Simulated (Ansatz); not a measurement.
# CH9NSi (built from SMILES C[SiH3].N): search for a transition state, part 2 of 2

Ansatz 0.2.0, Gaussian basis; PBE0-D4.

## (7) Relaxing after a step of 0.30 Å one way along the mode

downa/in.yaml reads:

```yaml
crystal:
  periodic: [false, false, false]
  atoms:
    - {symbol: Si, position_ang: [-0.649848, 0.206628, -0.011170]}
    - {symbol: H, position_ang: [0.135333, -1.631084, -0.485204]}
    - {symbol: H, position_ang: [-1.918294, -0.586296, -0.077341]}
    - {symbol: H, position_ang: [-1.117395, 1.608723, 0.009917]}
    - {symbol: C, position_ang: [0.368513, 0.041626, 1.569476]}
    - {symbol: H, position_ang: [0.336156, -1.165231, -1.073893]}
    - {symbol: N, position_ang: [0.255567, 0.236742, -1.589680]}
    - {symbol: H, position_ang: [0.045344, 0.799086, 2.293190]}
    - {symbol: H, position_ang: [0.312613, -0.941720, 2.044240]}
    - {symbol: H, position_ang: [1.422780, 0.234701, 1.350586]}
    - {symbol: H, position_ang: [1.103654, 0.784173, -1.610799]}
    - {symbol: H, position_ang: [-0.294423, 0.412554, -2.419320]}
basis:
  gaussian: {orbitals: def2-TZVP}
hamiltonian: {xc: pbe0, dispersion: d4}
relax: {f_tol: 0.005, max_steps: 200}
```

Started as:

```bash
$ ansatz run in.yaml --threads 4 --pin off --events-out ev --progress --plain --max-ram 9574MiB
```

Standard output (excerpt; [...] marks lines left out):

```text
Functional definition: PBE0
  name "PBE0"
  cite "Adamo & Barone, J. Chem. Phys. 110, 6158 (1999) doi:10.1063/1.478522"
  cite "Perdew, Burke & Ernzerhof, Phys. Rev. Lett. 77, 3865 (1996) doi:10.1103/PhysRevLett.77.3865"
  parent pbe
[...]
999 factors; their error is unknown
[...]
mean field -10544.86230710 eV, -387.5165422216 hartree, gradient 1.4e-5 eV, S^2 0.000000; 0 other end points of the search recorded, 0 dependent functions left out
[...]
reference -10544.86233833 eV, -387.5165433692 hartree; 18, 18 occupied and 135, 135 virtual orbitals, 999 factors
relax step   1: F+E_penalty+E_count = -10545.02757461 eV  Δ(F+E_penalty+E_count) = +0.000e0 eV  max|allowed force component| = 1.847e0 eV/Å  Δτ_max = 0.0000 Å  (26 SCF iters, accepted)
[...]
Atom 2 at    -2.054338     0.118040     0.016059 Å, force     0.000237     0.000396    -0.000406 eV/Å
Atom 3 at    -0.998316     2.267008     0.186307 Å, force    -0.000195    -0.000148     0.000043 eV/Å
Atom 4 at     0.291155     0.257104     1.507587 Å, force    -0.000440    -0.002234     0.000346 eV/Å
Atom 5 at     0.599166    -2.276802    -1.035102 Å, force     0.001137    -0.004122     0.000871 eV/Å
Atom 6 at     0.074157     0.353274    -1.411953 Å, force     0.001477     0.002022    -0.000263 eV/Å
Atom 7 at    -0.203109     0.524731     2.444908 Å, force     0.001016     0.000431    -0.000319 eV/Å
Atom 8 at     0.447448    -0.823574     1.492862 Å, force    -0.000079     0.002472    -0.000165 eV/Å
Atom 9 at     1.270483     0.743641     1.500138 Å, force    -0.001371    -0.000537     0.000083 eV/Å
Atom 10 at     1.009008     0.691216    -1.581663 Å, force    -0.000155    -0.000701    -0.000215 eV/Å
Atom 11 at    -0.450998     0.342126    -2.272279 Å, force    -0.001132    -0.000802     0.001268 eV/Å
Dipole moment:     0.154866     0.104213    -0.117038 e Å
```

Run time: 40 s. Hardware: 4 threads of Arm Neoverse V1, shared host.

The steps of the relaxation: (the energy doesn't fall at every step)

| step | energy from step 1 (eV) | largest force component (eV/Å) |
| --- | --- | --- |
| 1 | 0.0000 | 1.8471 |
| 2 | -0.5271 | 1.6957 |
| 3 | -0.9486 | 1.5990 |
| 4 | -1.1920 | 1.0071 |
| 5 | -1.3506 | 0.6158 |
| 6 | -1.4019 | 0.4074 |
| 7 | -1.4437 | 0.1734 |
| 8 | -1.4598 | 0.3577 |
| 9 | -1.4791 | 0.2434 |
| 10 | -1.4715 | 0.3185 |
| 11 | -1.4936 | 0.0594 |
| 12 | -1.4958 | 0.0475 |
| 13 | -1.4965 | 0.0489 |
| 14 | -1.4970 | 0.0689 |
| 15 | -1.4972 | 0.0537 |
| 16 | -1.4975 | 0.0323 |
| 17 | -1.4977 | 0.0542 |
| 18 | -1.4978 | 0.0388 |
| 19 | -1.4979 | 0.0114 |
| 20 | -1.4981 | 0.0116 |
| 21 | -1.4981 | 0.0332 |
| 22 | -1.4982 | 0.0152 |
| 23 | -1.4983 | 0.0082 |
| 24 | -1.4983 | 0.0036 |
| 25 | -1.4983 | 0.0041 |

Close pairs (by a distance rule), those that changed most:

| bond | before (Å) | after (Å) | change (Å) |
| --- | --- | --- | --- |
| Si1–N7 | 1.820 | 1.727 | -0.093 |
| H2–H6 | 0.777 | 0.749 | -0.028 |
| Si1–C5 | 1.888 | 1.864 | -0.024 |
| Si1–H4 | 1.478 | 1.497 | +0.018 |
| Si1–H3 | 1.497 | 1.488 | -0.009 |
| C5–H8 | 1.096 | 1.093 | -0.003 |
| N7–H12 | 1.011 | 1.008 | -0.003 |
| C5–H9 | 1.093 | 1.092 | -0.001 |

## (8) Relaxing after a step of 0.30 Å the other way along the mode

downb/in.yaml reads:

```yaml
crystal:
  periodic: [false, false, false]
  atoms:
    - {symbol: Si, position_ang: [-0.659076, -0.001875, 0.079953]}
    - {symbol: H, position_ang: [-0.024799, -1.594183, -0.240931]}
    - {symbol: H, position_ang: [-2.015387, -0.577104, -0.052143]}
    - {symbol: H, position_ang: [-1.043648, 1.510866, -0.036762]}
    - {symbol: C, position_ang: [0.370076, 0.047642, 1.629730]}
    - {symbol: H, position_ang: [0.451860, -0.733116, -1.473754]}
    - {symbol: N, position_ang: [0.293429, 0.128195, -1.623548]}
    - {symbol: H, position_ang: [0.049129, 0.826299, 2.320371]}
    - {symbol: H, position_ang: [0.328846, -0.939028, 2.084346]}
    - {symbol: H, position_ang: [1.414457, 0.235544, 1.359177]}
    - {symbol: H, position_ang: [1.116707, 0.731026, -1.614365]}
    - {symbol: H, position_ang: [-0.281593, 0.365634, -2.432072]}
basis:
  gaussian: {orbitals: def2-TZVP}
hamiltonian: {xc: pbe0, dispersion: d4}
relax: {f_tol: 0.005, max_steps: 200}
```

Started as:

```bash
$ ansatz run in.yaml --threads 4 --pin off --events-out ev --progress --plain --max-ram 9574MiB
```

Standard output:

```text
Functional definition: PBE0
  name "PBE0"
  cite "Adamo & Barone, J. Chem. Phys. 110, 6158 (1999) doi:10.1063/1.478522"
  cite "Perdew, Burke & Ernzerhof, Phys. Rev. Lett. 77, 3865 (1996) doi:10.1103/PhysRevLett.77.3865"
  parent pbe
  parameter a = 0.25
  parameter kappa = 0.804
  parameter beta = 0.06672455060314922
  exchange = (1 - a)*pbe_x(kappa = kappa, mu = beta*pi^2/3) + a*exact_x
  correlation = pbe_c(beta = beta)
999 factors; their error is unknown
mean field evaluation 1: about -10534.5040 eV, gradient 6.9e1 eV
mean field evaluation 2: about -10529.8645 eV, gradient 7.8e1 eV
mean field evaluation 4: about -10544.0097 eV, gradient 2.2e0 eV
mean field evaluation 8: about -10544.0173 eV, gradient 1.7e-2 eV
mean field evaluation 16: about -10544.0413 eV, gradient 2.0e-5 eV
mean field -10544.04127824 eV, -387.4863699676 hartree, gradient 2.0e-5 eV, S^2 0.000000; 0 other end points of the search recorded, 0 dependent functions left out
the calculation of the forces begins
reference -10544.04131020 eV, -387.4863711420 hartree; 18, 18 occupied and 135, 135 virtual orbitals, 999 factors
relax step   1: F+E_penalty+E_count = -10544.20520219 eV  Δ(F+E_penalty+E_count) = +0.000e0 eV  max|allowed force component| = 9.172e0 eV/Å  Δτ_max = 0.0000 Å  (26 SCF iters, accepted)
these checks for a lower state are left out or cut short: starts, cluster_reference, orbital_swaps, neighbouring_geometries, increment
999 factors; their error is unknown
mean field -10544.81085206 eV, -387.5146512837 hartree, gradient 1.0e-5 eV, S^2 0.000000; 0 other end points of the search recorded, 0 dependent functions left out
the calculation of the forces begins
reference -10544.81088392 eV, -387.5146524545 hartree; 18, 18 occupied and 135, 135 virtual orbitals, 999 factors
relax step   2: F+E_penalty+E_count = -10544.97111082 eV  Δ(F+E_penalty+E_count) = -7.659e-1 eV  max|allowed force component| = 7.850e-1 eV/Å  Δτ_max = 0.1947 Å  (30 SCF iters, accepted)
these checks for a lower state are left out or cut short: starts, cluster_reference, orbital_swaps, neighbouring_geometries, increment
999 factors; their error is unknown
mean field -10544.88986610 eV, -387.5175549959 hartree, gradient 1.3e-5 eV, S^2 0.000000; 0 other end points of the search recorded, 0 dependent functions left out
the calculation of the forces begins
reference -10544.88989775 eV, -387.5175561593 hartree; 18, 18 occupied and 135, 135 virtual orbitals, 999 factors
relax step   3: F+E_penalty+E_count = -10545.04848950 eV  Δ(F+E_penalty+E_count) = -7.738e-2 eV  max|allowed force component| = 7.783e-1 eV/Å  Δτ_max = 0.2000 Å  (28 SCF iters, accepted)
[... from here on, the SCF cycles and remarks between the steps are left out ...]
relax step   4: F+E_penalty+E_count = -10545.24579598 eV  Δ(F+E_penalty+E_count) = -1.973e-1 eV  max|allowed force component| = 9.733e-1 eV/Å  Δτ_max = 0.1950 Å  (28 SCF iters, accepted)
relax step   5: F+E_penalty+E_count = -10545.35754616 eV  Δ(F+E_penalty+E_count) = -1.118e-1 eV  max|allowed force component| = 1.069e0 eV/Å  Δτ_max = 0.1956 Å  (28 SCF iters, accepted)
relax step   6: F+E_penalty+E_count = -10545.55034608 eV  Δ(F+E_penalty+E_count) = -1.928e-1 eV  max|allowed force component| = 9.280e-1 eV/Å  Δτ_max = 0.2000 Å  (28 SCF iters, accepted)
relax step   7: F+E_penalty+E_count = -10545.74595299 eV  Δ(F+E_penalty+E_count) = -1.956e-1 eV  max|allowed force component| = 9.009e-1 eV/Å  Δτ_max = 0.1961 Å  (28 SCF iters, accepted)
relax step   8: F+E_penalty+E_count = -10545.93969021 eV  Δ(F+E_penalty+E_count) = -1.937e-1 eV  max|allowed force component| = 9.379e-1 eV/Å  Δτ_max = 0.1967 Å  (28 SCF iters, accepted)
relax step   9: F+E_penalty+E_count = -10546.14227559 eV  Δ(F+E_penalty+E_count) = -2.026e-1 eV  max|allowed force component| = 6.222e-1 eV/Å  Δτ_max = 0.1999 Å  (27 SCF iters, accepted)
relax step  10: F+E_penalty+E_count = -10546.21701517 eV  Δ(F+E_penalty+E_count) = -7.474e-2 eV  max|allowed force component| = 2.413e-1 eV/Å  Δτ_max = 0.1999 Å  (28 SCF iters, accepted)
relax step  11: F+E_penalty+E_count = -10546.23059783 eV  Δ(F+E_penalty+E_count) = -1.358e-2 eV  max|allowed force component| = 2.237e-1 eV/Å  Δτ_max = 0.1121 Å  (29 SCF iters, accepted)
relax step  12: F+E_penalty+E_count = -10546.23656031 eV  Δ(F+E_penalty+E_count) = -5.962e-3 eV  max|allowed force component| = 2.538e-1 eV/Å  Δτ_max = 0.1126 Å  (27 SCF iters, accepted)
relax step  13: F+E_penalty+E_count = -10546.23736906 eV  Δ(F+E_penalty+E_count) = -8.088e-4 eV  max|allowed force component| = 2.761e-1 eV/Å  Δτ_max = 0.1940 Å  (28 SCF iters, accepted)
relax step  14: F+E_penalty+E_count = -10546.24398576 eV  Δ(F+E_penalty+E_count) = -6.617e-3 eV  max|allowed force component| = 2.149e-1 eV/Å  Δτ_max = 0.0659 Å  (28 SCF iters, accepted)
relax step  15: F+E_penalty+E_count = -10546.25411401 eV  Δ(F+E_penalty+E_count) = -1.013e-2 eV  max|allowed force component| = 3.910e-2 eV/Å  Δτ_max = 0.2000 Å  (27 SCF iters, accepted)
relax step  16: F+E_penalty+E_count = -10546.24421298 eV  Δ(F+E_penalty+E_count) = +9.901e-3 eV  max|allowed force component| = 8.872e-1 eV/Å  Δτ_max = 0.1951 Å  (27 SCF iters, rejected (line search))
relax step  17: F+E_penalty+E_count = -10546.25885025 eV  Δ(F+E_penalty+E_count) = -4.736e-3 eV  max|allowed force component| = 2.863e-2 eV/Å  Δτ_max = 0.0975 Å  (28 SCF iters, accepted)
relax step  18: F+E_penalty+E_count = -10546.26304116 eV  Δ(F+E_penalty+E_count) = -4.191e-3 eV  max|allowed force component| = 1.777e-1 eV/Å  Δτ_max = 0.0976 Å  (27 SCF iters, accepted)
relax step  19: F+E_penalty+E_count = -10546.26744506 eV  Δ(F+E_penalty+E_count) = -4.404e-3 eV  max|allowed force component| = 3.695e-1 eV/Å  Δτ_max = 0.1463 Å  (27 SCF iters, accepted)
relax step  20: F+E_penalty+E_count = -10546.27493348 eV  Δ(F+E_penalty+E_count) = -7.488e-3 eV  max|allowed force component| = 3.312e-1 eV/Å  Δτ_max = 0.1586 Å  (27 SCF iters, accepted)
relax step  21: F+E_penalty+E_count = -10546.28297670 eV  Δ(F+E_penalty+E_count) = -8.043e-3 eV  max|allowed force component| = 2.768e-1 eV/Å  Δτ_max = 0.1682 Å  (27 SCF iters, accepted)
relax step  22: F+E_penalty+E_count = -10546.28897354 eV  Δ(F+E_penalty+E_count) = -5.997e-3 eV  max|allowed force component| = 3.234e-1 eV/Å  Δτ_max = 0.1995 Å  (27 SCF iters, accepted)
relax step  23: F+E_penalty+E_count = -10546.29757959 eV  Δ(F+E_penalty+E_count) = -8.606e-3 eV  max|allowed force component| = 4.260e-2 eV/Å  Δτ_max = 0.0917 Å  (28 SCF iters, accepted)
relax step  24: F+E_penalty+E_count = -10546.30918964 eV  Δ(F+E_penalty+E_count) = -1.161e-2 eV  max|allowed force component| = 1.269e-1 eV/Å  Δτ_max = 0.1956 Å  (27 SCF iters, accepted)
relax step  25: F+E_penalty+E_count = -10546.31681610 eV  Δ(F+E_penalty+E_count) = -7.626e-3 eV  max|allowed force component| = 4.790e-1 eV/Å  Δτ_max = 0.1954 Å  (27 SCF iters, accepted)
relax step  26: F+E_penalty+E_count = -10546.32823130 eV  Δ(F+E_penalty+E_count) = -1.142e-2 eV  max|allowed force component| = 3.205e-1 eV/Å  Δτ_max = 0.1634 Å  (28 SCF iters, accepted)
relax step  27: F+E_penalty+E_count = -10546.34013737 eV  Δ(F+E_penalty+E_count) = -1.191e-2 eV  max|allowed force component| = 3.035e-1 eV/Å  Δτ_max = 0.1942 Å  (27 SCF iters, accepted)
relax step  28: F+E_penalty+E_count = -10546.34103181 eV  Δ(F+E_penalty+E_count) = -8.944e-4 eV  max|allowed force component| = 5.255e-1 eV/Å  Δτ_max = 0.1951 Å  (27 SCF iters, accepted)
relax step  29: F+E_penalty+E_count = -10546.35039860 eV  Δ(F+E_penalty+E_count) = -9.367e-3 eV  max|allowed force component| = 5.418e-2 eV/Å  Δτ_max = 0.0641 Å  (28 SCF iters, accepted)
relax step  30: F+E_penalty+E_count = -10546.35106507 eV  Δ(F+E_penalty+E_count) = -6.665e-4 eV  max|allowed force component| = 3.314e-2 eV/Å  Δτ_max = 0.0549 Å  (28 SCF iters, accepted)
relax step  31: F+E_penalty+E_count = -10546.35143528 eV  Δ(F+E_penalty+E_count) = -3.702e-4 eV  max|allowed force component| = 2.012e-2 eV/Å  Δτ_max = 0.0270 Å  (28 SCF iters, accepted)
relax step  32: F+E_penalty+E_count = -10546.35151428 eV  Δ(F+E_penalty+E_count) = -7.900e-5 eV  max|allowed force component| = 1.539e-3 eV/Å  Δτ_max = 0.0136 Å  (29 SCF iters, accepted)
relax step  33: F+E_penalty+E_count = -10546.35154562 eV  Δ(F+E_penalty+E_count) = -3.134e-5 eV  max|allowed force component| = 5.615e-3 eV/Å  Δτ_max = 0.0160 Å  (29 SCF iters, accepted)
relax step  34: F+E_penalty+E_count = -10546.35156859 eV  Δ(F+E_penalty+E_count) = -2.297e-5 eV  max|allowed force component| = 1.023e-2 eV/Å  Δτ_max = 0.0163 Å  (29 SCF iters, accepted)
relax step  35: F+E_penalty+E_count = -10546.35159468 eV  Δ(F+E_penalty+E_count) = -2.609e-5 eV  max|allowed force component| = 2.400e-2 eV/Å  Δτ_max = 0.0255 Å  (28 SCF iters, accepted)
relax step  36: F+E_penalty+E_count = -10546.35162360 eV  Δ(F+E_penalty+E_count) = -2.892e-5 eV  max|allowed force component| = 1.881e-2 eV/Å  Δτ_max = 0.0070 Å  (29 SCF iters, accepted)
relax step  37: F+E_penalty+E_count = -10546.35168159 eV  Δ(F+E_penalty+E_count) = -5.799e-5 eV  max|allowed force component| = 2.028e-2 eV/Å  Δτ_max = 0.0296 Å  (28 SCF iters, accepted)
relax step  38: F+E_penalty+E_count = -10546.35168952 eV  Δ(F+E_penalty+E_count) = -7.930e-6 eV  max|allowed force component| = 3.642e-2 eV/Å  Δτ_max = 0.0242 Å  (28 SCF iters, accepted)
relax step  39: F+E_penalty+E_count = -10546.35171533 eV  Δ(F+E_penalty+E_count) = -2.582e-5 eV  max|allowed force component| = 2.547e-2 eV/Å  Δτ_max = 0.0040 Å  (30 SCF iters, accepted)
relax step  40: F+E_penalty+E_count = -10546.35174090 eV  Δ(F+E_penalty+E_count) = -2.556e-5 eV  max|allowed force component| = 7.856e-3 eV/Å  Δτ_max = 0.0060 Å  (30 SCF iters, accepted)
relax step  41: F+E_penalty+E_count = -10546.35176470 eV  Δ(F+E_penalty+E_count) = -2.380e-5 eV  max|allowed force component| = 6.086e-3 eV/Å  Δτ_max = 0.0176 Å  (29 SCF iters, accepted)
relax step  42: F+E_penalty+E_count = -10546.35108805 eV  Δ(F+E_penalty+E_count) = +6.766e-4 eV  max|allowed force component| = 1.467e-1 eV/Å  Δτ_max = 0.0850 Å  (27 SCF iters, rejected (line search))
relax step  43: F+E_penalty+E_count = -10546.35157726 eV  Δ(F+E_penalty+E_count) = +1.874e-4 eV  max|allowed force component| = 4.675e-2 eV/Å  Δτ_max = 0.0032 Å  (30 SCF iters, rejected (line search))
relax step  44: F+E_penalty+E_count = -10546.35176784 eV  Δ(F+E_penalty+E_count) = -3.141e-6 eV  max|allowed force component| = 8.695e-4 eV/Å  Δτ_max = 0.0015 Å  (20 SCF iters, accepted)
relax step  45: F+E_penalty+E_count = -10546.35177852 eV  Δ(F+E_penalty+E_count) = -1.068e-5 eV  max|allowed force component| = 3.430e-3 eV/Å  Δτ_max = 0.0094 Å  (29 SCF iters, accepted)
relax step  46: F+E_penalty+E_count = -10546.34945653 eV  Δ(F+E_penalty+E_count) = +2.322e-3 eV  max|allowed force component| = 2.613e-1 eV/Å  Δτ_max = 0.1177 Å  (27 SCF iters, rejected (line search))
these checks for a lower state are left out or cut short: starts, cluster_reference, orbital_swaps, neighbouring_geometries, increment
999 factors; their error is unknown
mean field -10546.21266326 eV, -387.5661668951 hartree, gradient 1.1e-5 eV, S^2 0.000000; 0 other end points of the search recorded, 0 dependent functions left out
the calculation of the forces begins
reference -10546.21269714 eV, -387.5661681401 hartree; 18, 18 occupied and 135, 135 virtual orbitals, 999 factors
relax step  47: F+E_penalty+E_count = -10546.35178307 eV  Δ(F+E_penalty+E_count) = -4.546e-6 eV  max|allowed force component| = 3.363e-3 eV/Å  Δτ_max = 0.0040 Å  (30 SCF iters, accepted)
999 factors; their error is unknown
mean field evaluation 352: about -10546.2127 eV, gradient 5.0e-4 eV
mean field -10546.21266326 eV, -387.5661668951 hartree, gradient 3.5e-5 eV, S^2 0.000000; 1 other end points of the search recorded, 0 dependent functions left out
the calculation of the forces begins
reference -10546.21269714 eV, -387.5661681401 hartree; 18, 18 occupied and 135, 135 virtual orbitals, 999 factors
Total energy: -10546.35181695 eV, -387.5712806988 hartree
Atom 0 at    -1.196911    -0.339640     0.659702 Å, force     0.000147    -0.000016    -0.000045 eV/Å
Atom 1 at    -1.015434    -1.519498    -0.229545 Å, force     0.000080     0.000043     0.000076 eV/Å
Atom 2 at    -2.290825    -0.675000     1.616910 Å, force     0.000001    -0.000095     0.000030 eV/Å
Atom 3 at    -1.673494     0.802632    -0.167371 Å, force    -0.000025    -0.000145     0.000015 eV/Å
Atom 4 at     0.372351     0.080951     1.578191 Å, force     0.000016    -0.000330    -0.000216 eV/Å
Atom 5 at     0.837995    -0.648798    -2.271333 Å, force    -0.000600    -0.003183    -0.001264 eV/Å
Atom 6 at     0.932608     0.289623    -1.902944 Å, force     0.000328     0.000303     0.003363 eV/Å
Atom 7 at     0.221505     0.940413     2.235260 Å, force    -0.000073     0.000128    -0.000016 eV/Å
Atom 8 at     0.703597    -0.760940     2.190342 Å, force    -0.000049     0.000225     0.000023 eV/Å
Atom 9 at     1.150394     0.320448     0.851446 Å, force    -0.000051     0.000101     0.000170 eV/Å
Atom 10 at     1.790247     0.674838    -2.278944 Å, force     0.002698     0.000784    -0.001047 eV/Å
Atom 11 at     0.167969     0.834873    -2.281711 Å, force    -0.002473     0.002185    -0.001088 eV/Å
Dipole moment:     0.236936     0.063639    -0.341910 e Å
```

It took 70 s on 4 threads of Arm Neoverse V1, shared host.

Relaxation path: (not every step is listed) (the energy doesn't fall at every step)

| step | energy from step 1 (eV) | largest force component (eV/Å) |
| --- | --- | --- |
| 1 | 0.0000 | 9.1720 |
| 2 | -0.7659 | 0.7850 |
| 3 | -0.8433 | 0.7783 |
| 4 | -1.0406 | 0.9733 |
| 5 | -1.1523 | 1.0689 |
| 6 | -1.3451 | 0.9280 |
| 7 | -1.5408 | 0.9009 |
| 8 | -1.7345 | 0.9379 |
| 9 | -1.9371 | 0.6222 |
| 12 | -2.0314 | 0.2538 |
| 15 | -2.0489 | 0.0391 |
| 18 | -2.0578 | 0.1777 |
| 21 | -2.0778 | 0.2768 |
| 24 | -2.1040 | 0.1269 |
| 27 | -2.1349 | 0.3035 |
| 30 | -2.1459 | 0.0331 |
| 33 | -2.1463 | 0.0056 |
| 36 | -2.1464 | 0.0188 |
| 39 | -2.1465 | 0.0255 |
| 42 | -2.1459 | 0.1467 |
| 43 | -2.1464 | 0.0468 |
| 44 | -2.1466 | 0.0009 |
| 45 | -2.1466 | 0.0034 |
| 46 | -2.1443 | 0.2613 |
| 47 | -2.1466 | 0.0034 |

Close pairs (by a distance rule), those that changed most:

| bond | before (Å) | after (Å) | change (Å) |
| --- | --- | --- | --- |
| Si1–N7 | 1.956 | 3.391 | +1.435 |
| Si1–H2 | 1.744 | 1.489 | -0.255 |
| H6–N7 | 0.888 | 1.013 | +0.124 |
| Si1–H4 | 1.565 | 1.489 | -0.077 |
| Si1–H3 | 1.479 | 1.492 | +0.013 |
| N7–H11 | 1.020 | 1.013 | -0.008 |
| N7–H12 | 1.020 | 1.013 | -0.008 |
| Si1–C5 | 1.861 | 1.866 | +0.005 |

## (9) What the saddle joins

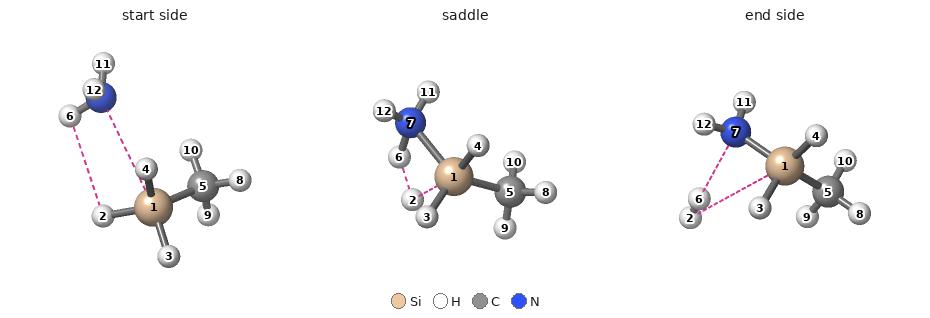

The minimum on the start side, the saddle and the minimum on the end side; broken lines mark the pairs that change.

| pair | start side (Å) | saddle (Å) | end side (Å) |
| --- | --- | --- | --- |
| Si1–N7 | 3.391 | 1.887 | 1.727 |
| H2–H6 | 2.892 | 1.177 | 0.749 |
| Si1–H2 | 1.489 | 1.898 | 4.184 |
| H6–N7 | 1.013 | 1.186 | 2.708 |

## (10) What came out

The summary covers parts 1 to 2.

| quantity | value |
| --- | --- |
| imaginary mode | 1292i cm⁻¹ |
| barrier from the start side | 1.788 eV |
| barrier from the end side | 1.963 eV |
| energy of the step | -0.174 eV |
| pairs that change | Si1–N7 formed, H2–H6 formed, Si1–H2 broken, H6–N7 broken |
| zero-point energy at the saddle | 2.544 eV |

In words: One imaginary mode, 1292i cm⁻¹, makes this a first-order saddle. The two relaxations end on the structures that were planned. At PBE0-D4/def2-TZVP the electronic barrier is 1.788 eV, about 70 kT at 298 K, and the step runs 0.174 eV downhill. With so stiff a mode tunnelling counts: Wigner's rough correction is a factor of 2.6 at 298 K. A step off the saddle overshot and began above it in energy, so the link to its end is likely but not proven.
